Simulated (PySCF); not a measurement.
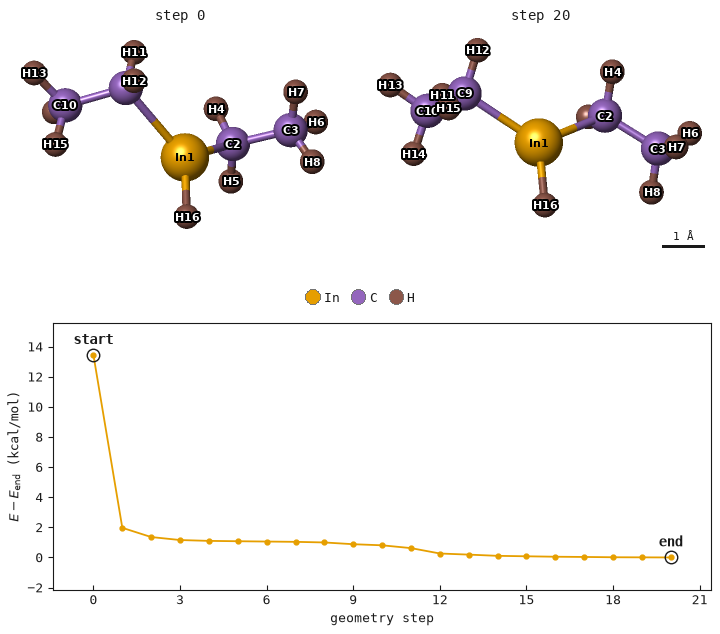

First and last geometry of a relaxation of C4H11In, with the history of the run. The picture is a ball-and-stick view, seen at a tilt.

The start comes from GFN2-xTB. Its atoms were then displaced at random by about 0.03 Å.

Theory: PBE0-D3(BJ)/def2-SVP geometry optimisation, gas phase (PySCF). 

Q: Read the history and describe the run.

A: It converged. H11 moves most after the best rigid fit: 2.04 Å. Largest moves by element: H 2.04 Å, C 0.98 Å, In 0.46 Å. Among the contacts that change: In1–C9 2.377 → 2.184 Å, C10–H13 1.166 → 1.104 Å, C3–H8 1.046 → 1.102 Å, C2–H4 1.154 → 1.104 Å. Among the angles between lasting bonds that change: In1–C2–H4 113.1° → 107.2°, In1–C9–C10 109.9° → 115.6°, C2–In1–H16 124.4° → 119.4°. Groups turn about In1–C9 by about 85°, In1–C2 by about 65°. After 20 geometry steps the energy has fallen by 13.4 kcal/mol.
